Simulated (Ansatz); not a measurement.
## Electronic structure of CH₅BN (doublet) in real space

```yaml
atoms:
  - { symbol: B, position_ang: [0.6128, -0.3765, 0.8259] }
  - { symbol: N, position_ang: [-0.1269, 0.1988, -0.4731] }
  - { symbol: C, position_ang: [-1.3403, 0.3631, -0.6554] }
  - { symbol: H, position_ang: [-1.9224, 0.7416, -1.4923] }
  - { symbol: H, position_ang: [0.5067, 0.4559, -1.2351] }
  - { symbol: H, position_ang: [-0.2388, -0.6375, 1.6388] }
  - { symbol: H, position_ang: [1.2261, -1.3367, 0.4054] }
  - { symbol: H, position_ang: [1.3660, 0.5202, 1.1480] }
```

Geometry: PBE0-D4/def2-TZVP.

The calculation used Ansatz 0.2.0, UKS PBE0-D4/def2-TZVPP.

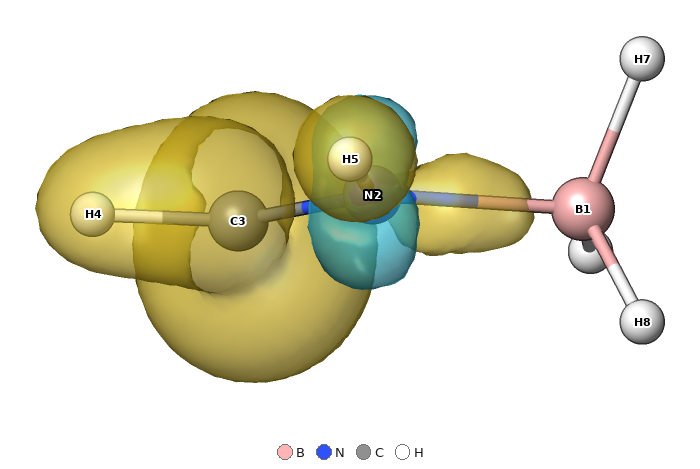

Figure 1. Isosurfaces of the spin density at +0.04 (yellow) and −0.04 e/Å³ (cyan), seen from one side.

Where is the unpaired spin?

The unpaired spin (1 electron) lies mostly on C3 (about 0.8) and H4 (about 0.1), in electrons by Hirshfeld's partition.

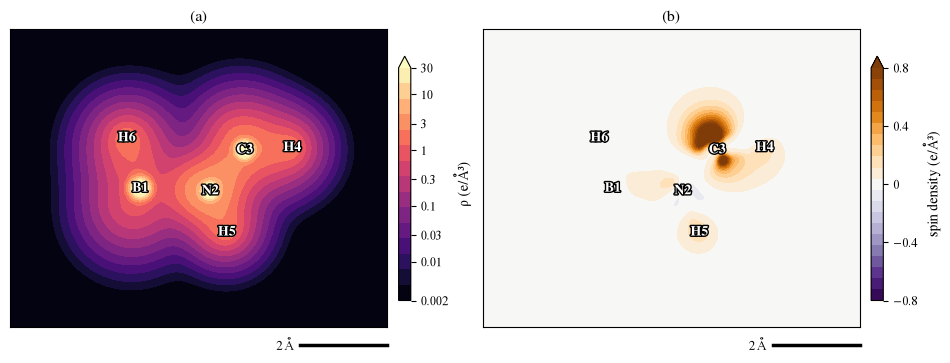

Figure 2. (a) electron density; (b) spin density (α minus β) on the plane of atoms N2, B1 and H6.

Read the bonding off the picture.

The plane passes through B, N, C and H nuclei. C–N (1.24 Å): ρ at the midpoint is about 3.1 e/Å³. B–N (1.60 Å): ρ is about 1.2 e/Å³ halfway. N–H (1.02 Å): ρ is about 2.9 e/Å³ halfway. C–H (1.09 Å): the density is about 2.1 e/Å³ at the midpoint. B–H (1.21 Å): the density is about 1.2 e/Å³ at the midpoint.

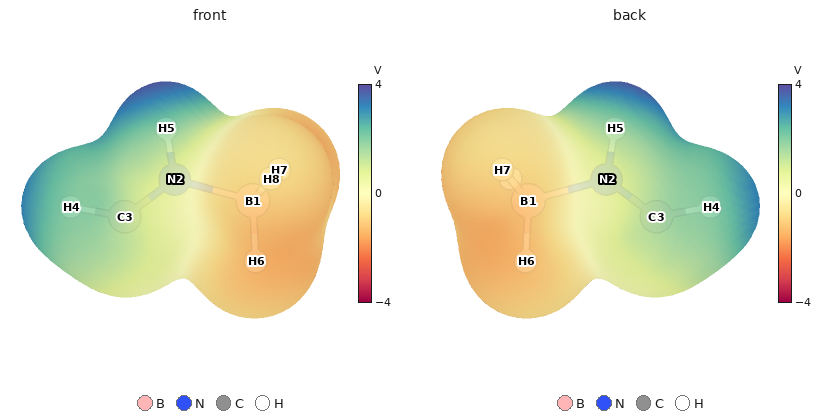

Figure 3. The molecular electrostatic potential painted on the density surface at 0.004 e/bohr³, seen from the front and from behind; red is negative and blue positive.

Describe the electrostatic potential map.

The most negative region (about −1.6 V) lies over H7, the most positive (about +3.7 V) over H5.

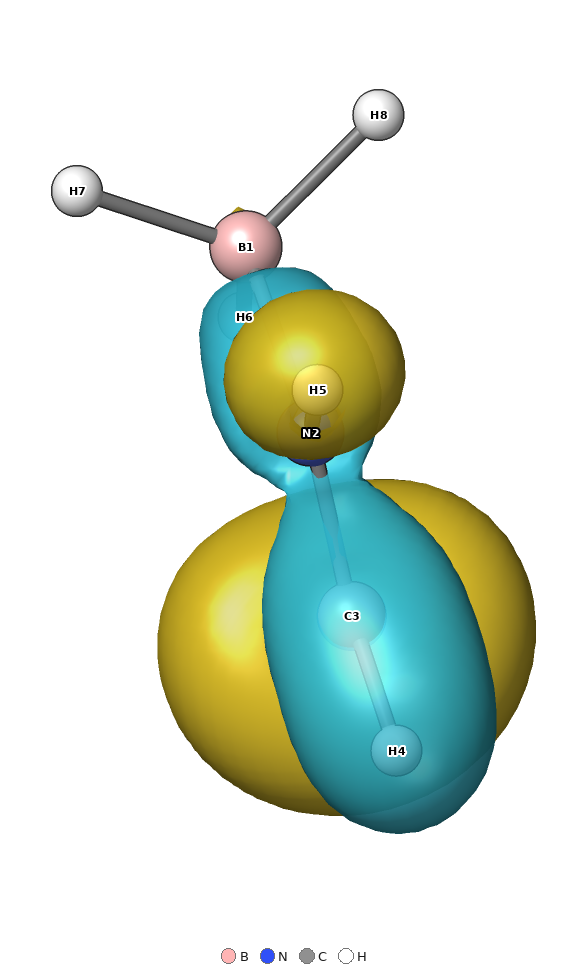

Figure 4. One frontier orbital at ±0.15 Å⁻³ᐟ² (yellow and cyan are the two phases), seen at an oblique angle.

Which orbital is it: HOMO (β) or LUMO (β)?

The LUMO (β), at −3.29 eV. By Hirshfeld shares it lies mainly on C3 (about 70 %), N2 (about 10 %) and H4 (about 10 %).
